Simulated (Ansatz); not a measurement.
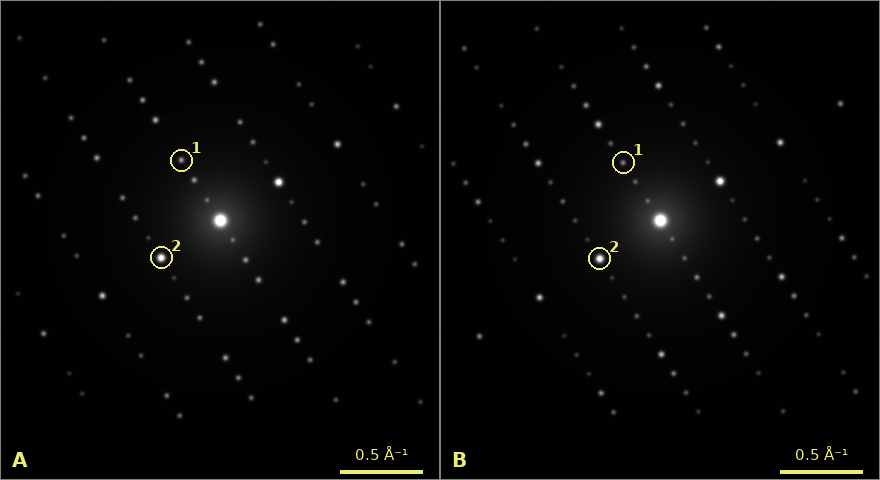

Kinematic electron diffraction patterns (120 kV, B = 0.5 Å², same scale) along [1-10] of the run's own cell, for the start and the end of one relaxation of Ag2Sb3 with DFT PBE, scalar-relativistic, plane waves, PAW in Ansatz. k mesh 12×12×6. The start is a generated model structure, and the relaxation ends in the nearest stationary point of its symmetry, not necessarily the ground state. Spot 1 is 0 0 -3 and spot 2 is 1 1 0 in both.

Start structure:

```
Ag Sb
1.0
     4.66154    0.00000    0.00000
    -2.33077    4.03702    0.00000
     0.00000    0.00000    6.85379
Ag Sb
2 3
Direct
  0.33333 0.66667 0.20212
  0.66667 0.33333 0.79788
  0.00000 0.00000 0.00000
  0.33333 0.66667 0.64581
  0.66667 0.33333 0.35419
```

**Which pattern belongs to the start structure, and which to the relaxed one?**

A is the start: its cell gives d(1) = 2.285 Å, d(2) = 2.331 Å and an angle of 90.0°. B is the relaxed structure, with d(1) = 2.388 Å (+4.5 %), d(2) = 2.277 Å (-2.3 %) and 90.0°.

**Name reflections whose intensity changes strongly on relaxation.**

0 0 4 comes into sight; 0 0 3 goes from 8.8 to 4.4 % of the strongest spot; 0 0 5 goes from 14 to 26 % of the strongest spot; 1 1 -5 goes from 9.5 to 17 % of the strongest spot.

**Summarise the relaxation behind the change.**

The volume changed by -0.3 % to 25.73 Å³ an atom; with the mean shift removed, the atoms moved by up to 0.11 Å relative to the cell (Sb most); the space group stayed P-3m1 (No. 164); the free energy fell by 4 meV an atom. Relaxed cell: a = 4.553 Å, b = 4.553 Å, c = 7.165 Å, α = 90.00°, β = 90.00°, γ = 120.00°.
